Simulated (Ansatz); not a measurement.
# C$_{3}$H$_{10}$MoN$_{2}$O$_{2}$ (SMILES C[N]=[Mo](=[O])([OH])[N](C)C): what the fields show

Input

```
crystal:
  periodic: [false, false, false]
  atoms:
    - {symbol: C, position_ang: [0.162659, -1.968294, 2.397891]}
    - {symbol: N, position_ang: [0.502497, -0.963964, 1.453590]}
    - {symbol: Mo, position_ang: [0.354791, 0.644849, 0.829081]}
    - {symbol: O, position_ang: [-0.790092, 1.556548, 1.677847]}
    - {symbol: O, position_ang: [2.087383, 1.442516, 0.913163]}
    - {symbol: N, position_ang: [-0.222339, 0.434636, -0.996850]}
    - {symbol: C, position_ang: [-0.797276, 1.574270, -1.676760]}
    - {symbol: C, position_ang: [-0.212715, -0.761636, -1.801797]}
    - {symbol: H, position_ang: [-0.196637, -2.862506, 1.876267]}
    - {symbol: H, position_ang: [1.047300, -2.258173, 2.975223]}
    - {symbol: H, position_ang: [-0.617468, -1.636309, 3.092168]}
    - {symbol: H, position_ang: [2.144637, 2.399973, 0.964934]}
    - {symbol: H, position_ang: [-0.837322, 2.446702, -1.020848]}
    - {symbol: H, position_ang: [-1.822860, 1.357155, -2.003455]}
    - {symbol: H, position_ang: [-0.207176, 1.842059, -2.562788]}
    - {symbol: H, position_ang: [0.197130, -1.595901, -1.235454]}
    - {symbol: H, position_ang: [-1.229589, -1.019866, -2.128234]}
    - {symbol: H, position_ang: [0.399576, -0.620858, -2.702277]}
basis:
  gaussian: {orbitals: def2-TZVPP}
hamiltonian: {xc: pbe0, dispersion: d4}
output: {orbitals: {seedname: orbitals}}
```

Launched as:

```sh
ansatz run in.yaml --threads 4 --pin off --events-out ev --progress --plain --max-ram 66560MiB --backend cuda --devices 0, --max-vram 37GiB
```

Geometry: PBE0-D4/def2-TZVP; core potentials replace the inner electrons of Mo.

The calculation used RKS PBE0-D4/def2-TZVPP in Ansatz 0.2.0.

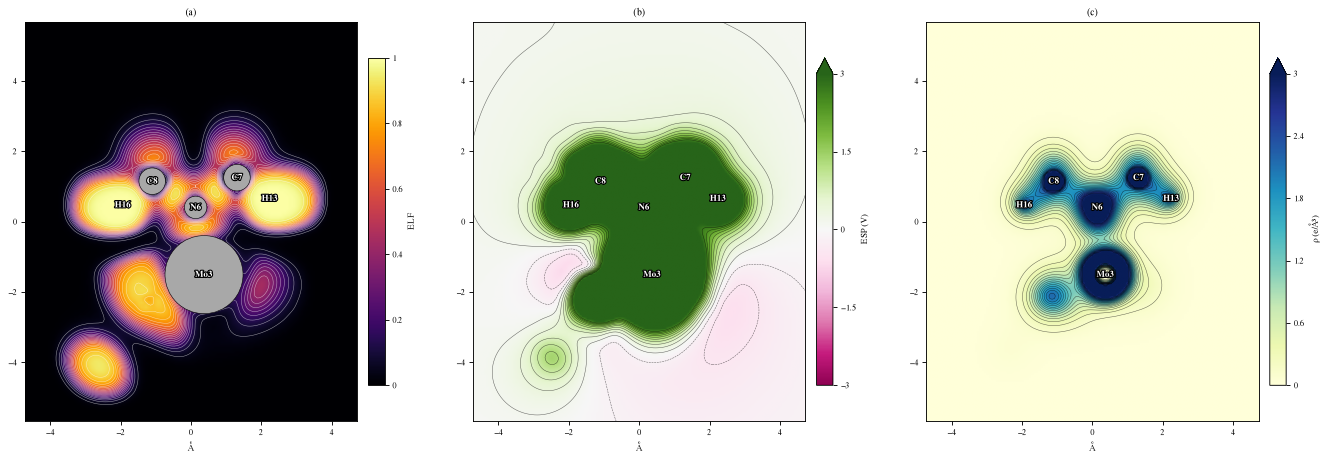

Figure 1. (a) electron localisation function; (b) molecular electrostatic potential; (c) electron density on the plane of atoms C7, N6 and C8. Grey discs cover the atomic cores in the ELF map.

What do the fields say about this system?

Atoms in the plane: Mo, N, C and H.
C–N (1.45 Å): the density is about 1.9 e/Å³ at the midpoint; the ELF peaks at about 0.90 between the atoms; a covalent bond.
Mo–N (1.93 Å): ρ is about 1.1 e/Å³ halfway; the ELF peaks at about 0.90 in the valence shell of N, 0.6 Å from its nucleus, and is about 0.35 at the midpoint.
C–H (1.09 Å): the density is about 2.1 e/Å³ at the midpoint; the ELF climbs to about 1 towards the hydrogen, as it does in any bond to H: an ordinary covalent bond to hydrogen.
Outside the dense part of the molecule the potential is most negative (−0.7 V) near N2, which lies off the plane.

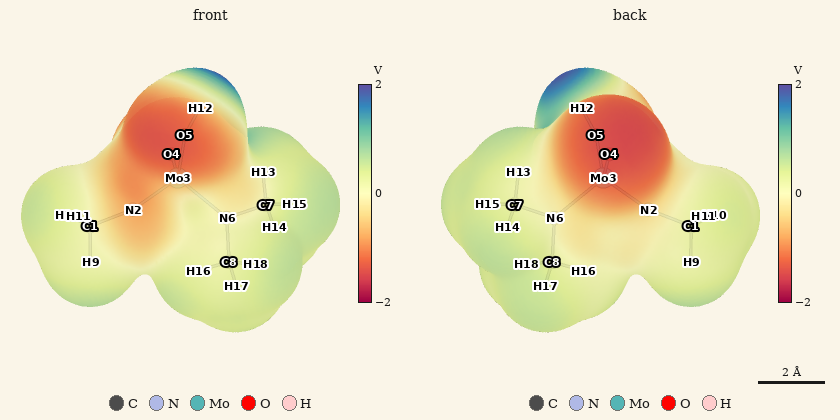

Figure 2. The electrostatic potential painted on the density surface at 0.001 e/bohr³, seen from the front and from behind; the colour scale runs from red (negative) to blue (positive).

Which sites attract a positive test charge, and which a negative one?

A positive charge is drawn to the negative regions and a negative charge to the positive ones. The most negative region (about −1.5 V) lies over O4, the most positive (about +1.8 V) over H12. O4 is the likeliest acceptor of a hydrogen bond.

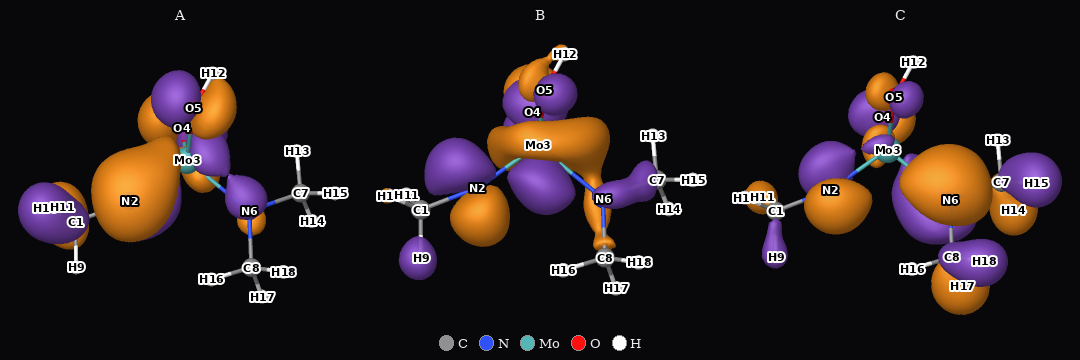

Figure 3. Three frontier orbitals at ±0.1 Å⁻³ᐟ² (orange and purple are the two phases), in no order.

Which picture is the HOMO−1, the HOMO and the LUMO?

A is the HOMO−1 (−7.31 eV). Its weight (Hirshfeld) is mainly on N2 (about 40 %), Mo3 (about 15 %), O4 (about 15 %), O5 (about 10 %) and C1 (about 10 %). C is the HOMO (−6.75 eV). By Hirshfeld shares it lies mainly on N6 (about 40 %), N2 (about 10 %), Mo3 (about 10 %), O4 (about 10 %) and C8 (about 5 %). B is the LUMO (−1.10 eV). It lies mainly on Mo3 (about 50 %), N2 (about 15 %) and O4 (about 10 %).

What is the HOMO–LUMO gap?

5.65 eV between the orbital energies.
